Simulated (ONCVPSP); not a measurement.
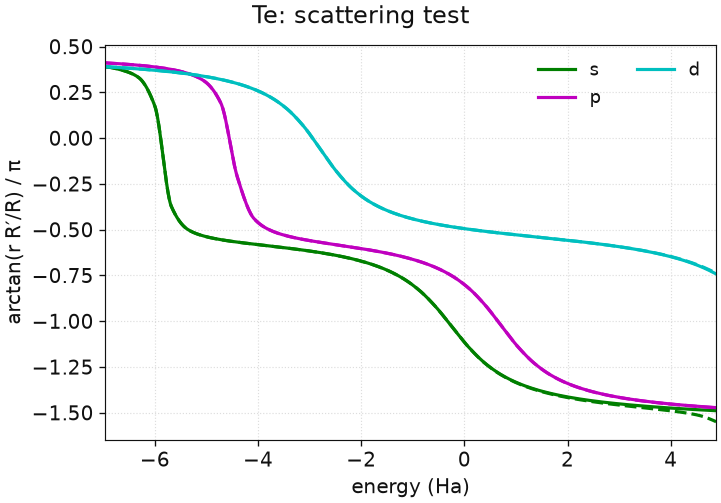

Figure 1. Unwrapped phase arctan(r R′/R) in units of π against energy, all-electron (solid) and pseudo (dashed); the pseudo phase is matched to the all-electron one at the reference energy. Here R(r) is the radial function. Not drawn: f: not judged.

- Poles, where the radial function vanishes at the test radius: s: all-electron at -5.4 Ha, pseudo at -5.4 and 4.3 Ha; p: all-electron at -3.8 Ha, pseudo at -3.8 Ha; d: all-electron at 0.1 Ha, pseudo at 0.1 Ha.
- Ghost states: the plot shows none: the two phases stay within 0.19 rad of each other in all channels drawn. The separate test gives: no bound ghost flagged; no localised positive-energy state flagged.

# Run report: Te, pseudopotential generation

System: tellurium (Te, Z = 52), core [Ar] 3d10, reference valence 4s2 4p6 4d10 5s2 5p4, valence charge 24.
Method: ONCV potential, LDA (Perdew-Wang 92), non-relativistic, made with ONCVPSP 4.0.1.

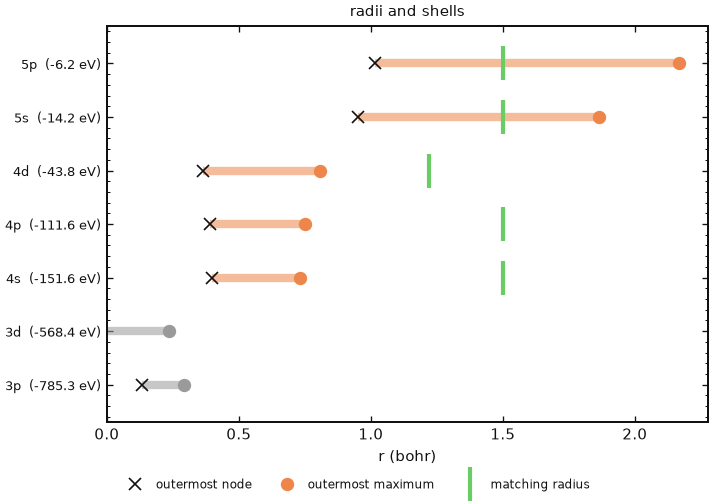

Figure 2. Outer shells of the all-electron reference atom: each bar runs from the outermost node (or the nucleus) to the outermost maximum of u(r); the tick is the radius chosen for the pseudo-wave. Shells without a tick have no pseudo-wave of their own. Levels, nodes and maxima are from ld1.x, non-relativistic.

- Radii against the shells: 4s: 1.50 bohr, outside the maximum; 4p: 1.50 bohr, outside the maximum; 4d: 1.22 bohr, outside the maximum; 5s: 1.50 bohr, between node and maximum; 5p: 1.50 bohr, between node and maximum.

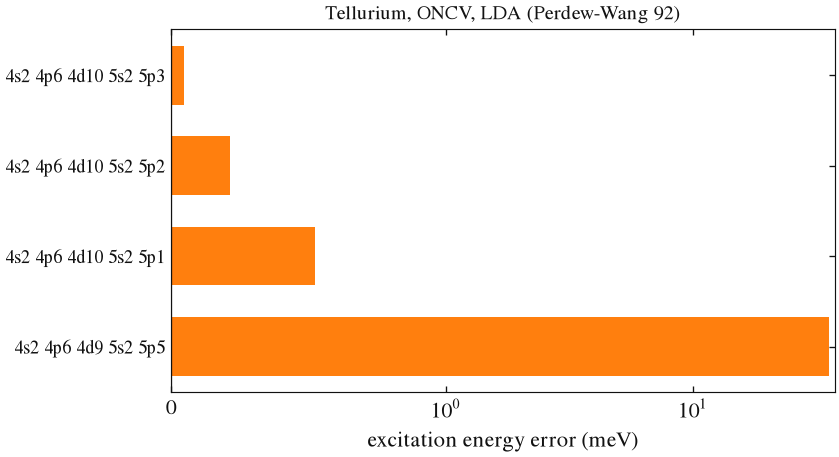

Figure 3. Errors, all-electron minus pseudo, of the energies of valence configurations relative to the unpolarised reference 4s2 4p6 4d10 5s2 5p4.

- Worst configuration: 4s2 4p6 4d9 5s2 5p5 (neutral): the error is +36 meV on an all-electron energy of +40.28 eV relative to the reference, or 0.088 %.
- Errors in meV: 4s2 4p6 4d10 5s2 5p3: 0.0; 4s2 4p6 4d10 5s2 5p2: +0.2; 4s2 4p6 4d10 5s2 5p1: +0.5; 4s2 4p6 4d9 5s2 5p5: +36.

Input and output of the run follow.

## Input
```
# ATOM AND REFERENCE CONFIGURATION
# atsym  z   nc   nv     iexc    psfile
  Te 52.00    6    5  -001012      upf
#
#   n    l    f
    1    0    2.00
    2    0    2.00
    2    1    6.00
    3    0    2.00
    3    1    6.00
    3    2   10.00
    4    0    2.00
    4    1    6.00
    4    2   10.00
    5    0    2.00
    5    1    4.00
#
# PSEUDOPOTENTIAL AND OPTIMIZATION
# lmax
    2
#
#   l,   rc,      ep,       ncon, nbas, qcut
    0    1.50    0.00    3    7    6.20
    1    1.50    0.00    4    8    8.80
    2    1.22    0.00    4    8    8.80
#
# LOCAL POTENTIAL
# lloc, lpopt,  rc(5),   dvloc0
    4    5    1.00    0.00
#
# VANDERBILT-KLEINMAN-BYLANDER PROJECTORs
# l, nproj, debl
    0    2    0.90
    1    2    0.70
    2    2    1.90
#
# MODEL CORE CHARGE
# icmod, fcfact, rcfact
    1    0.45    0.00
#
# LOG DERIVATIVE ANALYSIS
# epsh1, epsh2, depsh
   -7.00    5.00    0.04
#
# OUTPUT GRID
# rlmax, drl
    6.00    0.01
#
# TEST CONFIGURATIONS
# ncnf
    4
# nvcnf
#   n    l    f
    5
    4    0    2.00
    4    1    6.00
    4    2   10.00
    5    0    2.00
    5    1    3.00
#
    5
    4    0    2.00
    4    1    6.00
    4    2   10.00
    5    0    2.00
    5    1    2.00
#
    5
    4    0    2.00
    4    1    6.00
    4    2   10.00
    5    0    2.00
    5    1    1.00
#
    5
    4    0    2.00
    4    1    6.00
    4    2    9.00
    5    0    2.00
    5    1    5.00
#
```

The log's header says scalar-relativistic, as this program prints it for non-relativistic runs too.

Run as:
```bash
oncvpspnr.x < Te.dat > Te.out
```

## Output (extracts)
```
ONCVPSP  (Optimized Norm-Conservinng Vanderbilt PSeudopotential)
scalar-relativistic version 4.0.1

#   n    l    f        energy (Ha)
    1    0    2.00    -1.1158306E+03
    2    0    2.00    -1.6702161E+02
    2    1    6.00    -1.5680858E+02
    3    0    2.00    -3.3137326E+01
    3    1    6.00    -2.8860557E+01
    3    2   10.00    -2.0887681E+01
    4    0    2.00    -5.5726446E+00
    4    1    6.00    -4.0998910E+00
    4    2   10.00    -1.6081963E+00
    5    0    2.00    -5.2093854E-01
    5    1    4.00    -2.2658041E-01

Reference configufation results
  iterations    25
  all-electron total energy (Ha)   -6.60860717D+03

Begin loop to  construct optimized pseudo wave functions
and semi-local pseudopoentials for all angular momenta

Calculating optimized projector #   1

 for l=   0

    Fraction of norm inside rc  0.985632
    Optimizing pswf for qcut=   6.20 a_B^-1,  ecut=  19.20 Ha
    Residual kinetic energy error=  2.06D-05 Ha

    Energy error per electron        Cutoff
         Ha          eV             Ha
         0.01000     0.27211        9.94
         0.00100     0.02721       12.61
         0.00010     0.00272       14.79
         0.00001     0.00027       59.56

Calculating optimized projector #   2

 for l=   0

    Fraction of norm inside rc  0.165484
    Optimizing pswf for qcut=   6.20 a_B^-1,  ecut=  19.20 Ha
    Residual kinetic energy error=  3.35D-04 Ha

    Energy error per electron        Cutoff
         Ha          eV             Ha
         0.01000     0.27211        8.59
         0.00100     0.02721       11.88
         0.00010     0.00272       48.84
         0.00001     0.00027       93.34

Calculating optimized projector #   1

 for l=   1

    Fraction of norm inside rc  0.973580
    Optimizing pswf for qcut=   8.79 a_B^-1,  ecut=  38.65 Ha
    Residual kinetic energy error=  8.93D-07 Ha

    Energy error per electron        Cutoff
         Ha          eV             Ha
         0.01000     0.27211       21.92
         0.00100     0.02721       27.25
         0.00010     0.00272       31.70
         0.00001     0.00027       35.15

Calculating optimized projector #   2

 for l=   1

    Fraction of norm inside rc  0.082362
    Optimizing pswf for qcut=   8.79 a_B^-1,  ecut=  38.65 Ha
    Residual kinetic energy error=  8.57D-07 Ha

    Energy error per electron        Cutoff
         Ha          eV             Ha
         0.01000     0.27211       17.26
         0.00100     0.02721       22.93
         0.00010     0.00272       27.63
         0.00001     0.00027       31.36

   Wellstate for l =  2  n =  5
     eigenvalue =   0.2918
     asymptotic potential =   0.7918
     half-point radius =  4.6604

Calculating optimized projector #   1

 for l=   2

    Fraction of norm inside rc  0.780501
    Optimizing pswf for qcut=   8.79 a_B^-1,  ecut=  38.64 Ha
    Residual kinetic energy error=  3.06D-03 Ha

    Energy error per electron        Cutoff
         Ha          eV             Ha
         0.01000     0.27211       34.50
         0.00100     0.02721       60.74
         0.00010     0.00272      151.31
         0.00001     0.00027      177.56

Calculating optimized projector #   2

 for l=   2

    Fraction of norm inside rc  0.038944
    Optimizing pswf for qcut=   8.79 a_B^-1,  ecut=  38.64 Ha
    Residual kinetic energy error=  4.75D-04 Ha

    Energy error per electron        Cutoff
         Ha          eV             Ha
         0.01000     0.27211       27.57
         0.00100     0.02721       36.23
         0.00010     0.00272       49.46
         0.00001     0.00027      101.37

Construct Vanderbilt / Kleinmman-Bylander projectors

B matrix Hermiticity error, ll=   0
   1   2   -1.0714E-08

  Orthonormal projector coefficients  1.3631E+01  2.5290E+00

B matrix Hermiticity error, ll=   1
   1   2    5.7233E-09

  Orthonormal projector coefficients  8.7799E+00  1.3022E+00

B matrix Hermiticity error, ll=   2
   1   2   -1.7851E-08

  Orthonormal projector coefficients  9.6188E+00 -7.7617E+00

Model core correction analysis
  based on d2Exc/dn_idn_j

d2excae - all-electron derivatives

   -3.203744D-02   -3.048042D-02   -2.559036D-02   -2.798727D-03
   -1.652921D-03
   -3.048046D-02   -2.940626D-02   -2.524304D-02   -2.926481D-03
   -1.661476D-03
   -2.559046D-02   -2.524310D-02   -2.323291D-02   -3.326319D-03
   -1.701640D-03
   -2.798749D-03   -2.926497D-03   -3.326338D-03   -1.661061D-03
   -7.625344D-04
   -1.652940D-03   -1.661492D-03   -1.701656D-03   -7.625420D-04
   -3.644590D-04

d2excps - pseudofunction derivatives with no core correction

   -4.989725D-02   -3.664494D-02   -2.671883D-02   -5.311879D-03
   -2.489108D-03
   -3.664583D-02   -3.441239D-02   -2.860654D-02   -3.604196D-03
   -2.123462D-03
   -2.671912D-02   -2.860662D-02   -2.658983D-02   -3.308087D-03
   -1.888199D-03
   -5.312527D-03   -3.604233D-03   -3.308106D-03   -1.983225D-03
   -8.422972D-04
   -2.489243D-03   -2.123493D-03   -1.888218D-03   -8.423051D-04
   -4.061371D-04

rms 2nd derivative error    4.345376E-03

Polynomial model core charge

d2excps - pseudofunction derivatives with core correction

   -2.829768D-02   -2.725342D-02   -2.285389D-02   -2.623467D-03
   -1.626274D-03
   -2.725337D-02   -2.889997D-02   -2.589995D-02   -2.550949D-03
   -1.646702D-03
   -2.285385D-02   -2.589996D-02   -2.507721D-02   -2.916401D-03
   -1.668575D-03
   -2.623475D-03   -2.550957D-03   -2.916417D-03   -1.638570D-03
   -7.424828D-04
   -1.626286D-03   -1.646715D-03   -1.668591D-03   -7.424904D-04
   -3.636618D-04

rms 2nd derivative error    1.483191E-03

Pseudoatom total energy -267.092712

Diagnostic tests using Vanderbilt-Kleinman-Bylander pseudopotentials
  1 or more projectors used as specified by nproj input data

   l    rcore       rmatch      e in        delta e   norm test  slope test

   0   1.5008252   1.5463935  -5.5726446   0.0000164   1.0000385   1.0000405
   0   1.5008252   1.5463935  -0.5209385   0.0000363   1.0000398   0.9998753

   1   1.5008252   1.5463935  -4.0998910   0.0000000   1.0000000   1.0000000
   1   1.5008252   1.5463935  -0.2265804   0.0000000   1.0000000   1.0000000

   2   1.2246127   1.2617946  -1.6081963  -0.0000014   0.9999998   0.9999991
   2   1.2246127   1.2617946   0.2918037   0.0000001   1.0000000   1.0000000

 Testing for bound ghosts
   n   l    E NL Schr. Eq   E Basis Diag.   E Cutoff

   1   0       -5.572628       -5.572641     85.11
   2   0       -0.520902       -0.503789     85.11

   2   1       -4.099891       -4.099890    135.60
   3   1       -0.226580       -0.173104    135.60

   3   2       -1.608198       -1.607874    230.14

 Testing for highly-localized positive-energy ghosts
       l    <radius>/rc     E Basis Diag.   E Cutoff

Test configuration 0

   n   l     f        eae           eps        diff
   1   0  2.0000-1115.83061033
   2   0  2.0000 -167.02161374
   2   1  6.0000 -156.80858239
   3   0  2.0000  -33.13732573
   3   1  6.0000  -28.86055739
   3   2 10.0000  -20.88768080
   4   0  2.0000   -5.57264457   -5.57262813    1.64D-05
   4   1  6.0000   -4.09989098   -4.09989098    0.00D+00
   4   2 10.0000   -1.60819625   -1.60819762   -1.37D-06
   5   0  2.0000   -0.52093854   -0.52090226    3.63D-05
   5   1  4.0000   -0.22658041   -0.22658041    0.00D+00

    Total energies and differences
      AE_ref= -6.60860717D+03  AE_tst= -6.60860717D+03  dif=  0.00D+00
      PS_ref= -2.67092712D+02  PS_tst= -2.67092712D+02  dif= -3.75D-12
      PSP excitation error=  3.75D-12

Test configuration 1

   n   l     f        eae           eps        diff
   1   0  2.0000-1116.16608731
   2   0  2.0000 -167.35540618
   2   1  6.0000 -157.14261926
   3   0  2.0000  -33.47042644
   3   1  6.0000  -29.19370392
   3   2 10.0000  -21.22083733
   4   0  2.0000   -5.90422182   -5.90429123   -6.94D-05
   4   1  6.0000   -4.43128785   -4.43129362   -5.77D-06
   4   2 10.0000   -1.93855187   -1.93850942    4.25D-05
   5   0  2.0000   -0.82388036   -0.82383611    4.42D-05
   5   1  3.0000   -0.51056919   -0.51056580    3.39D-06

    Total energies and differences
      AE_ref= -6.60860717D+03  AE_tst= -6.60824174D+03  dif=  3.65D-01
      PS_ref= -2.67092712D+02  PS_tst= -2.66727292D+02  dif=  3.65D-01
      PSP excitation error=  1.79D-06

Test configuration 2

   n   l     f        eae           eps        diff
   1   0  2.0000-1116.55293071
   2   0  2.0000 -167.73911000
   2   1  6.0000 -157.52676330
   3   0  2.0000  -33.85275810
   3   1  6.0000  -29.57612270
   3   2 10.0000  -21.60329386
   4   0  2.0000   -6.28338695   -6.28386372   -4.77D-04
   4   1  6.0000   -4.81007402   -4.81015460   -8.06D-05
   4   2 10.0000   -2.31536392   -2.31522445    1.39D-04
   5   0  2.0000   -1.16058436   -1.16055294    3.14D-05
   5   1  2.0000   -0.82730300   -0.82729363    9.37D-06

    Total energies and differences
      AE_ref= -6.60860717D+03  AE_tst= -6.60757518D+03  dif=  1.03D+00
      PS_ref= -2.67092712D+02  PS_tst= -2.66060730D+02  dif=  1.03D+00
      PSP excitation error=  7.91D-06

Test configuration 3

   n   l     f        eae           eps        diff
   1   0  2.0000-1116.98328301
   2   0  2.0000 -168.16469830
   2   1  6.0000 -157.95300979
   3   0  2.0000  -34.27617747
   3   1  6.0000  -29.99967656
   3   2 10.0000  -22.02692312
   4   0  2.0000   -6.70171756   -6.70299339   -1.28D-03
   4   1  6.0000   -5.22779078   -5.22803170   -2.41D-04
   4   2 10.0000   -2.73006965   -2.72977205    2.98D-04
   5   0  2.0000   -1.52313583   -1.52315758   -2.18D-05
   5   1  1.0000   -1.16928503   -1.16927134    1.37D-05

    Total energies and differences
      AE_ref= -6.60860717D+03  AE_tst= -6.60657874D+03  dif=  2.03D+00
      PS_ref= -2.67092712D+02  PS_tst= -2.65064303D+02  dif=  2.03D+00
      PSP excitation error=  1.93D-05

Test configuration 4

   n   l     f        eae           eps        diff
   1   0  2.0000-1116.16177369
   2   0  2.0000 -167.37162164
   2   1  6.0000 -157.15746167
   3   0  2.0000  -33.46787479
   3   1  6.0000  -29.19174960
   3   2 10.0000  -21.22306818
   4   0  2.0000   -5.84347253   -5.84421930   -7.47D-04
   4   1  6.0000   -4.36218395   -4.36041725    1.77D-03
   4   2  9.0000   -1.84399450   -1.84110753    2.89D-03
   5   0  2.0000   -0.58306834   -0.58289200    1.76D-04
   5   1  5.0000   -0.26487491   -0.26483218    4.27D-05

    Total energies and differences
      AE_ref= -6.60860717D+03  AE_tst= -6.60712685D+03  dif=  1.48D+00
      PS_ref= -2.67092712D+02  PS_tst= -2.65613716D+02  dif=  1.48D+00
      PSP excitation error=  1.31D-03
```

## Summary

- outcome: generated
- cutoffs needed: 61 Ha and 151 Ha (the cutoffs at which the residual kinetic energy of the hardest occupied pseudo-wave falls to 1 and 0.1 mHa per electron)
- ghost test: no bound ghost flagged; no localised positive-energy state flagged
- largest excitation error: +36 meV (all-electron minus pseudo) for 4s2 4p6 4d9 5s2 5p5, out of 4 test configurations
- rms error of d²Exc/dni dnj: 4.35 mHa without and 1.48 mHa with the model core
- range over which the phases arctan(r R′/R) at the test radius agree within 0.05 rad (a looser test near the poles than one of phase shifts): s: up to about 4.0 Ha; p: over the whole range computed; d: over the whole range computed; f: not judged, local potential alone
- hardware: 1 CPU thread, shared host
- wall time: 3.5 s
